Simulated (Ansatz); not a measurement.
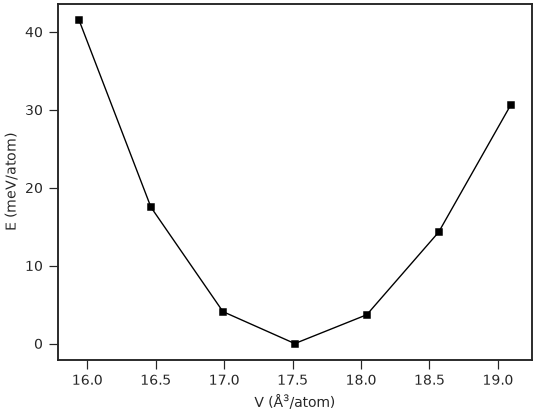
Figure. MgS (rock salt, space group No. 225) under volume change, HSE06 in the plane-wave PAW code Ansatz, scaled uniformly.

**Question.** What does a third-order Birch–Murnaghan fit give for V₀, B₀ and B′?

**Answer.** V₀ = 17.52 Å³/atom, B₀ = 80.0 GPa, B′ = 4.0.

Space group Fm-3m (rock salt). The cell was relaxed with HSE06 under the symmetry of its start.

Potentials: the earlier of the program's two PAW sets. The files were generated under PBE; for other functionals the program regenerates the frozen cores, and for LDA and PBEsol the local potential too.
